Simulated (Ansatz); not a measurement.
**C₃H₈SSi: a spread of methods and bases**

How do the results and run time of C₃H₈SSi respond when the settings are drawn wide?

Computed with Ansatz 0.2.0, Gaussian basis. Level: the settings change from run to run.

### 1 The relaxed structure

The geometry comes from an earlier relaxation with PBE0-D4 in a triple-zeta def2 set; it is a stationary point, not always the lowest conformer.

SMILES `CC[Si]SC`, 13 atoms, charge 0, spin multiplicity 1.

Atoms are counted from 1 here; the program's logs count them from 0.

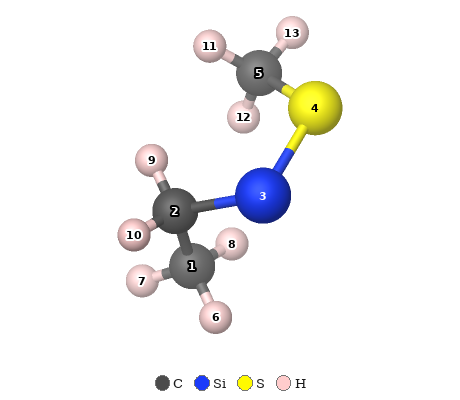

The geometry (carbon dark grey, silicon blue, sulfur yellow, hydrogen pink); atoms are numbered from 1 in the order of the file.

### 2 B97/cc-pVTZ

This run has atoms shaken by 0.03 Å, density fitting with cc-pVTZ-jkfit.

File in.yaml:

```yaml
crystal:
  periodic: [false, false, false]
  atoms:
    - {symbol: C, position_ang: [-1.569865, 0.547313, -0.559666]}
    - {symbol: C, position_ang: [-0.775298, -0.809197, -0.606480]}
    - {symbol: Si, position_ang: [0.691648, -0.670391, -1.820071]}
    - {symbol: S, position_ang: [2.183137, 0.110263, -0.597643]}
    - {symbol: C, position_ang: [1.699963, 0.226335, 1.182378]}
    - {symbol: H, position_ang: [-1.792305, 0.892777, -1.606381]}
    - {symbol: H, position_ang: [-2.444879, 0.431314, -0.068989]}
    - {symbol: H, position_ang: [-0.927768, 1.270964, -0.139388]}
    - {symbol: H, position_ang: [-0.513848, -1.096367, 0.368312]}
    - {symbol: H, position_ang: [-1.483358, -1.578691, -1.017438]}
    - {symbol: H, position_ang: [1.549111, -0.862633, 1.604629]}
    - {symbol: H, position_ang: [0.816559, 0.764734, 1.267499]}
    - {symbol: H, position_ang: [2.586846, 0.636649, 1.753137]}
basis:
  gaussian: {orbitals: cc-pVTZ, fitting: {mean_field: cc-pVTZ-jkfit}}
hamiltonian: {xc: {name: B97}}
output: {forces: true}
```

Run with:

```
$ ansatz run in.yaml --threads 4 --pin off --events-out ev --progress --plain --max-ram 10444MiB
```

Log (excerpt; [...] marks lines left out):

```text
Functional definition: B97
  name "B97"
  cite "Becke, J. Chem. Phys. 107, 8554 (1997) doi:10.1063/1.475007"
[...]
      + integral(e_c_pw_opposite_spin*poly(b97_u_opposite, cos0, cos1, cos2))
719 factors; integrals over basis functions are off by at most 7.0e-1 eV
[...]
mean field -21952.24364059 eV, -806.7300740263 hartree, gradient 2.7e-5 eV, S^2 0.000000; 0 other end points of the search recorded, 0 dependent functions left out
[...]
reference -21952.24366675 eV, -806.7300749880 hartree; 28, 28 occupied and 242, 242 virtual orbitals, 719 factors
Total energy: -21952.24366675 eV, -806.7300749880 hartree
Atom 0 at    -1.569865     0.547313    -0.559666 Å, force     2.661437    -0.776340    -3.303357 eV/Å
Atom 1 at    -0.775298    -0.809197    -0.606480 Å, force    -1.621149     0.047361    -1.756142 eV/Å
Atom 2 at     0.691648    -0.670391    -1.820071 Å, force    -0.550931    -0.259444    -0.568001 eV/Å
Atom 3 at     2.183137     0.110263    -0.597643 Å, force     0.933537     0.364723     0.553231 eV/Å
Atom 4 at     1.699963     0.226335     1.182378 Å, force     2.345034    -3.078575     1.027662 eV/Å
Atom 5 at    -1.792305     0.892777    -1.606381 Å, force     0.067512    -0.230284     0.795207 eV/Å
Atom 6 at    -2.444879     0.431314    -0.068989 Å, force    -2.812292    -0.183956     1.778580 eV/Å
Atom 7 at    -0.927768     1.270964    -0.139388 Å, force     0.409122     1.154224     0.738135 eV/Å
Atom 8 at    -0.513848    -1.096367     0.368312 Å, force     0.377264    -0.511397     1.444941 eV/Å
Atom 9 at    -1.483358    -1.578691    -1.017438 Å, force     0.585500     0.391191     0.334798 eV/Å
Atom 10 at     1.549111    -0.862633     1.604629 Å, force     0.155722     2.038602    -0.810605 eV/Å
Atom 11 at     0.816559     0.764734     1.267499 Å, force    -1.395934     1.149055     0.457843 eV/Å
Atom 12 at     2.586846     0.636649     1.753137 Å, force    -1.154821    -0.105159    -0.692293 eV/Å
Dipole moment:    -0.288271     0.002185     0.496845 e Å
```

Run time: 6 s. Hardware: 4 threads of Arm Neoverse V2, shared host.

Largest force 4.313 eV/Å, dipole 2.76 D.

### 3 B97M-V/aug-cc-pVTZ

Set apart from the defaults: atoms shaken by 0.15 Å, density fitting with def2-universal-jkfit.

File in.yaml:

```yaml
crystal:
  periodic: [false, false, false]
  atoms:
    - {symbol: C, position_ang: [-1.462944, 0.360470, -0.419877]}
    - {symbol: C, position_ang: [-0.825324, -0.694188, -0.643700]}
    - {symbol: Si, position_ang: [0.840902, -0.642506, -1.824184]}
    - {symbol: S, position_ang: [1.999851, 0.057879, -0.693841]}
    - {symbol: C, position_ang: [2.061834, 0.215291, 0.972238]}
    - {symbol: H, position_ang: [-1.941962, 0.845122, -1.610263]}
    - {symbol: H, position_ang: [-2.291412, 0.637665, 0.175582]}
    - {symbol: H, position_ang: [-1.103022, 1.422614, 0.015952]}
    - {symbol: H, position_ang: [-0.754124, -0.748843, 0.305858]}
    - {symbol: H, position_ang: [-1.569193, -1.730807, -0.802637]}
    - {symbol: H, position_ang: [1.430129, -0.968981, 1.674885]}
    - {symbol: H, position_ang: [0.722583, 0.705040, 1.354781]}
    - {symbol: H, position_ang: [2.624924, 0.850194, 1.711783]}
basis:
  gaussian: {orbitals: aug-cc-pVTZ, fitting: {mean_field: def2-universal-jkfit}}
hamiltonian: {xc: {name: B97M-V}}
```

The command is unchanged.

Log (excerpt; [...] marks lines left out):

```text
Functional definition: B97M-V
  name "B97M-V"
  cite "Mardirossian & Head-Gordon, J. Chem. Phys. 142, 074111 (2015) doi:10.1063/1.4907719"
  cite "Becke, J. Chem. Phys. 107, 8554 (1997) doi:10.1063/1.475007"
  cite "Vydrov & Van Voorhis, J. Chem. Phys. 133, 244103 (2010) doi:10.1063/1.3521275"
  # Of w^i u^j: cxij and so on, Table III.
[...]
  gx(w, u) = cx00 + cx01*u + cx02*u^2 + (cx10 + cx11*u)*w
  gss(w, u) = css00 + css02*u^2 + css10*w + (css32*w^3 + css42*w^4)*u^2
  gos(w, u) = cos00 + cos01*u + cos03*u^3 + cos10*w + cos32*w^3*u^2
[...]
      + integral(e_c_pw_mod_opposite_spin*gos(b97_w_opposite, b97_u_opposite)) + vv10(b, c)
625 factors; integrals over basis functions are off by at most 1.2e0 eV
[...]
mean field -21941.15589337 eV, -806.3226068317 hartree, gradient 6.9e-5 eV, S^2 0.000000; 0 other end points of the search recorded, 0 dependent functions left out
reference -21941.15601425 eV, -806.3226112740 hartree; 28, 28 occupied and 394, 394 virtual orbitals, 625 factors
Total energy: -21941.15601425 eV, -806.3226112740 hartree
```

Run time: 17 s. Hardware: 4 threads of Arm Neoverse V2, shared host; peak memory 0.99 GiB.

### 4 PBE/STO-3G

Set apart from the defaults: coordinates scaled by 1.25, a grid of angular degree 11, a point charge of 0.50 e beside it.

File in.yaml:

```yaml
crystal:
  periodic: [false, false, false]
  atoms:
    - {symbol: C, position_ang: [-1.918981, 0.671135, -0.715522]}
    - {symbol: C, position_ang: [-0.984511, -1.001539, -0.765665]}
    - {symbol: Si, position_ang: [0.871473, -0.794156, -2.254316]}
    - {symbol: S, position_ang: [2.791577, 0.111935, -0.670268]}
    - {symbol: C, position_ang: [2.134692, 0.227527, 1.498366]}
    - {symbol: H, position_ang: [-2.283956, 1.082885, -1.967817]}
    - {symbol: H, position_ang: [-3.061539, 0.581575, 0.028356]}
    - {symbol: H, position_ang: [-1.151671, 1.665910, -0.177790]}
    - {symbol: H, position_ang: [-0.637552, -1.398389, 0.494749]}
    - {symbol: H, position_ang: [-1.811463, -1.966183, -1.276108]}
    - {symbol: H, position_ang: [1.924317, -1.019738, 2.001559]}
    - {symbol: H, position_ang: [1.006119, 0.975532, 1.632024]}
    - {symbol: H, position_ang: [3.147247, 0.820006, 2.190683]}
basis:
  gaussian: {orbitals: STO-3G, final_grid: {core_spheres: 5, valence_spheres: 4, degree: 11}, point_charges: [{charge: 0.50, position_ang: [6.395, 0.268, 0.284]}]}
hamiltonian: {xc: {name: PBE}}
output: {forces: true}
```

Launched as before.

Log (excerpt; [...] marks lines left out):

```text
Functional definition: PBE
  name "PBE"
  cite "Perdew, Burke & Ernzerhof, Phys. Rev. Lett. 77, 3865 (1996) doi:10.1103/PhysRevLett.77.3865"
  parent pbe
[...]
505 factors; integrals over basis functions are off by at most 3.6e-5 eV
[...]
mean field -21678.75631062 eV, -796.6796000266 hartree, gradient 4.2e-5 eV, S^2 0.000000; 0 other end points of the search recorded, 0 dependent functions left out
[...]
reference -21678.75638877 eV, -796.6796028986 hartree; 28, 28 occupied and 13, 13 virtual orbitals, 505 factors
Total energy: -21678.75638877 eV, -796.6796028986 hartree
Atom 0 at    -1.918981     0.671135    -0.715522 Å, force    -0.478107     0.657644     0.041279 eV/Å
Atom 1 at    -0.984511    -1.001539    -0.765665 Å, force    -0.794260    -0.350759     0.272190 eV/Å
Atom 2 at     0.871473    -0.794156    -2.254316 Å, force    -0.186056     1.002324     4.748024 eV/Å
Atom 3 at     2.791577     0.111935    -0.670268 Å, force    -3.889351    -1.062352     1.988500 eV/Å
Atom 4 at     2.134692     0.227527     1.498366 Å, force    -0.179199    -0.009857     0.468664 eV/Å
Atom 5 at    -2.283956     1.082885    -1.967817 Å, force     1.339282    -1.675715     4.625233 eV/Å
Atom 6 at    -3.061539     0.581575     0.028356 Å, force     4.305702     0.306090    -2.768697 eV/Å
Atom 7 at    -1.151671     1.665910    -0.177790 Å, force    -2.832767    -3.815073    -1.880678 eV/Å
Atom 8 at    -0.637552    -1.398389     0.494749 Å, force    -1.292798     1.608132    -4.448551 eV/Å
Atom 9 at    -1.811463    -1.966183    -1.276108 Å, force     2.824105     3.615459     1.874292 eV/Å
Atom 10 at     1.924317    -1.019738     2.001559 Å, force     0.706655     4.656226    -1.872033 eV/Å
Atom 11 at     1.006119     0.975532     1.632024 Å, force     4.240082    -2.750602    -0.492412 eV/Å
Atom 12 at     3.147247     0.820006     2.190683 Å, force    -3.695581    -2.180741    -2.541669 eV/Å
Dipole moment:    -0.158620    -0.146150    -0.280112 e Å
```

Wall time 0.3 s (4 threads of Arm Neoverse V2, shared host).

Largest force 5.128 eV/Å, dipole 1.70 D.

### 5 revPBE/x2c-TZVPPall

Set apart from the defaults: D3(BJ) with three-body dispersion, the search for lower states set to light.

File in.yaml:

```yaml
crystal:
  periodic: [false, false, false]
  atoms:
    - {symbol: C, position_ang: [-1.535185, 0.536908, -0.572418]}
    - {symbol: C, position_ang: [-0.787609, -0.801231, -0.612532]}
    - {symbol: Si, position_ang: [0.697178, -0.635325, -1.803453]}
    - {symbol: S, position_ang: [2.233261, 0.089548, -0.536215]}
    - {symbol: C, position_ang: [1.707754, 0.182021, 1.198693]}
    - {symbol: H, position_ang: [-1.827165, 0.866308, -1.574253]}
    - {symbol: H, position_ang: [-2.449232, 0.465260, 0.022684]}
    - {symbol: H, position_ang: [-0.921336, 1.332728, -0.142232]}
    - {symbol: H, position_ang: [-0.510042, -1.118711, 0.395799]}
    - {symbol: H, position_ang: [-1.449170, -1.572947, -1.020886]}
    - {symbol: H, position_ang: [1.539453, -0.815790, 1.601247]}
    - {symbol: H, position_ang: [0.804895, 0.780426, 1.305620]}
    - {symbol: H, position_ang: [2.517798, 0.656005, 1.752546]}
basis:
  gaussian: {orbitals: x2c-TZVPPall}
hamiltonian: {xc: {name: revPBE}, dispersion: d3bjatm}
scf: {lower_state_search: light}
output: {forces: true}
```

Same command.

Log (excerpt; [...] marks lines left out):

```text
Functional definition: revPBE
  name "revPBE"
  cite "Zhang & Yang, Phys. Rev. Lett. 80, 890 (1998) doi:10.1103/PhysRevLett.80.890"
  cite "Perdew, Burke & Ernzerhof, Phys. Rev. Lett. 77, 3865 (1996) doi:10.1103/PhysRevLett.77.3865"
[...]
1606 factors; their error is unknown
[...]
mean field -21999.18577599 eV, -808.4551656838 hartree, gradient 1.5e-5 eV, S^2 0.000000; 0 other end points of the search recorded, 0 dependent functions left out
[...]
reference -21999.18583244 eV, -808.4551677585 hartree; 28, 28 occupied and 261, 261 virtual orbitals, 1606 factors
Total energy: -22000.04838504 eV, -808.4868659820 hartree
Relativity: scalar
Atom 0 at    -1.535185     0.536908    -0.572418 Å, force    -0.066598     0.135318     0.012663 eV/Å
Atom 1 at    -0.787609    -0.801231    -0.612532 Å, force    -0.005433    -0.148526     0.079194 eV/Å
[...]
Atom 3 at     2.233261     0.089548    -0.536215 Å, force     0.349426     0.081094    -0.233635 eV/Å
Atom 4 at     1.707754     0.182021     1.198693 Å, force    -0.034298     0.043199     0.216977 eV/Å
Atom 5 at    -1.827165     0.866308    -1.574253 Å, force    -0.056243     0.070332    -0.203148 eV/Å
Atom 6 at    -2.449232     0.465260     0.022684 Å, force    -0.201291    -0.013132     0.130273 eV/Å
Atom 7 at    -0.921336     1.332728    -0.142232 Å, force     0.122300     0.150696     0.076654 eV/Å
Atom 8 at    -0.510042    -1.118711     0.395799 Å, force     0.046653    -0.067392     0.186559 eV/Å
Atom 9 at    -1.449170    -1.572947    -1.020886 Å, force    -0.137051    -0.164338    -0.077050 eV/Å
Atom 10 at     1.539453    -0.815790     1.601247 Å, force    -0.046962    -0.210595     0.081263 eV/Å
Atom 11 at     0.804895     0.780426     1.305620 Å, force    -0.181890     0.109790     0.022905 eV/Å
Atom 12 at     2.517798     0.656005     1.752546 Å, force     0.172437     0.102876     0.138827 eV/Å
Dipole moment:    -0.281111     0.005199     0.482436 e Å
```

Run time: 3.2 s. Hardware: 4 threads of Arm Neoverse V2, shared host.

Largest force 0.442 eV/Å, dipole 2.68 D.

[end of part 1 of 2]
